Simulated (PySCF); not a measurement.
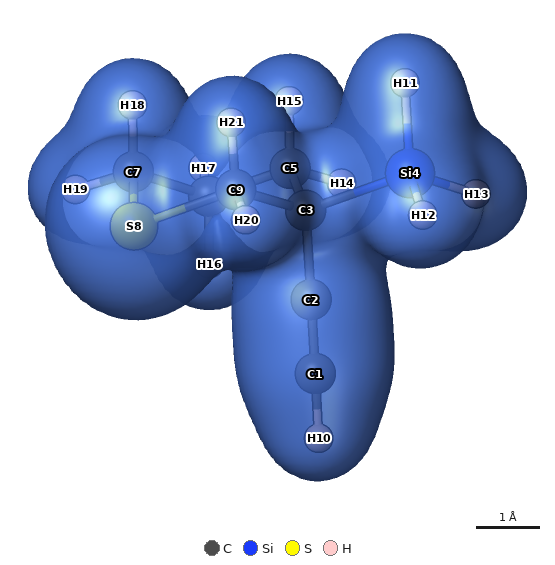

*C7H12SSi. Isosurface of the electron density at 0.1 e/Å³ (blue), seen at a tilt.*

Geometry: GFN2-xTB.

Computed with PBE0/pcSseg-1, SCF density, gas phase, non-relativistic (PySCF 2.14.0).

Input

```
{"job": {"kind": "nmr", "xc": "PBE0", "basis": "pcSseg-1"}, "charge": 0, "multiplicity": 1}
C     -0.792816     2.649914    -0.501138
C     -0.744844     1.487046    -0.219456
C     -0.679030     0.082165     0.123774
Si    -2.485418    -0.591224     0.150954
C      0.153334    -0.670935    -0.926253
C      1.595028    -0.169858    -1.007751
C      2.347662    -0.396624     0.291932
S      1.623456     0.594142     1.635099
C     -0.065981    -0.080995     1.511524
H     -0.831041     3.669296    -0.744781
H     -2.429293    -2.011866     0.504062
H     -3.242297     0.158092     1.149916
H     -3.049751    -0.419687    -1.185611
H     -0.316859    -0.553418    -1.905627
H      0.155997    -1.737639    -0.681527
H      1.592343     0.898113    -1.237297
H      2.115133    -0.692422    -1.815426
H      2.318624    -1.446137     0.593232
H      3.385154    -0.075182     0.212776
H     -0.641218     0.460450     2.261847
H     -0.017104    -1.136289     1.789282
```

Launched as:

```sh
OMP_NUM_THREADS=1 python probes_run.py task.json out
```

### Which contacts does the surface bridge?

At this value the surface is in one piece. It bridges the sampled C–C (1.20 Å), C–S (1.82 Å), C–Si (1.93 Å) and C–H (1.05 Å) contacts, where the density stays above the isovalue. On the grid the lowest density along these lines, outside the cores, is 2.8 e/Å³ (C–C, 1.20 Å), 1.2 e/Å³ (C–S, 1.82 Å), 0.74 e/Å³ (C–Si, 1.93 Å) and 2 e/Å³ (C–H, 1.05 Å).
